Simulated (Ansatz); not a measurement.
System: Cl₄FZr (doublet).

The calculation's input:

```
crystal:
  periodic: [false, false, false]
  atoms:
    - { symbol: Zr, position_ang: [-0.035014, -0.050054, 0.766581] }
    - { symbol: Cl, position_ang: [1.097109, 1.793116, 2.074839] }
    - { symbol: Cl, position_ang: [2.016909, -0.389122, -0.385302] }
    - { symbol: Cl, position_ang: [-1.38272, 1.542622, -0.363445] }
    - { symbol: F, position_ang: [-0.951244, -1.69723, 0.271114] }
    - { symbol: Cl, position_ang: [-0.48814, -0.758731, 3.178513] }
magnetization:
  spin_polarized: true
  initial_magnetization: 1
basis:
  gaussian: { orbitals: def2-SVP }
hamiltonian:
  xc: pbe
relax:
  f_tol: 0.03
  max_steps: 50
output:
  orbitals: {}
```

Command:

```sh
ansatz run input.yaml --threads 4 --pin off --max-ram 5120MiB --backend cpu --events-out ev --progress --plain --runs-dir out
```

The fields are those of the run's last geometry, not of the input's.

Core potentials replace the inner electrons of Zr.

These are results of UKS PBE/def2-SVP (Ansatz), not measurements.

What can the converged electron density, electron localisation function and spin density tell about the bonding?

Zr–F (1.90 Å): the density is about 0.96 e/Å³ at the midpoint; the ELF peaks at about 0.85 in the valence shell of F, 0.5 Å from its nucleus, and drops to about 0.25 between the two atoms.
Zr–Cl (2.55 Å): ρ at the midpoint is about 0.38 e/Å³; the ELF peaks at about 0.90 in the valence shell of Cl, 0.9 Å from its nucleus, and is about 0.30 at the midpoint.
The unpaired spin (1 electron) lies mostly on Cl2 (about 0.5) and Cl6 (about 0.5), in electrons by Hirshfeld's partition.

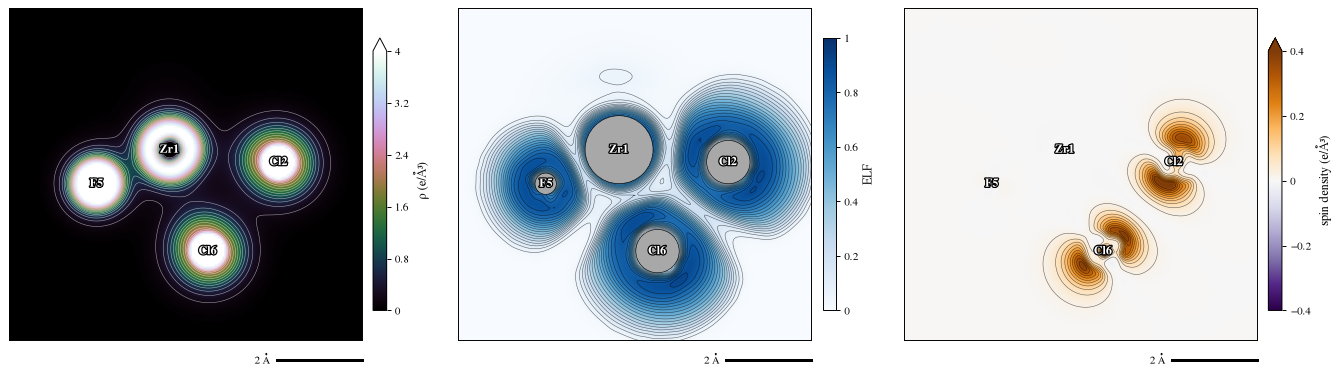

Computed electron density, electron localisation function and spin density on the plane of atoms F5, Zr1 and Cl6, in this order. Grey discs cover the atomic cores in the ELF map. 
